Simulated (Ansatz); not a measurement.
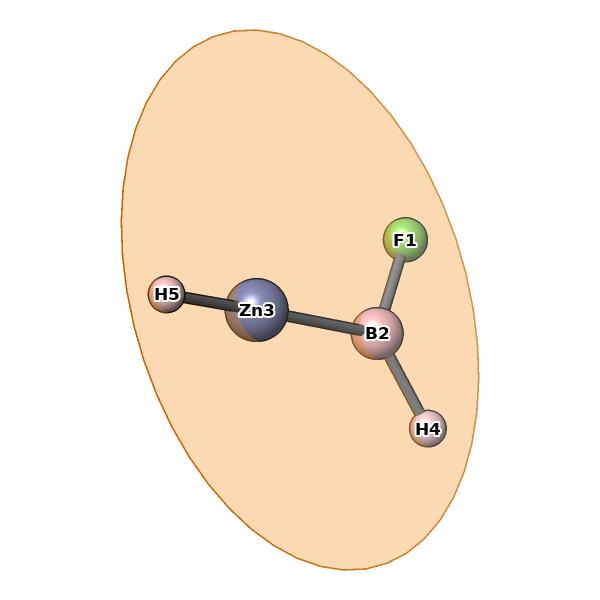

A disc through the centre of mass is drawn in. Atoms fade into the background with distance from the viewer. The computed structure is the end point of a PBE-D4/def2-SVP optimisation. No frequency run is at hand to confirm it as a minimum.

> Is the plane of the disc a mirror plane of the structure?

Yes. The reflection leaves F1, B2, Zn3, H4, H5 in place. The point group is Cs.
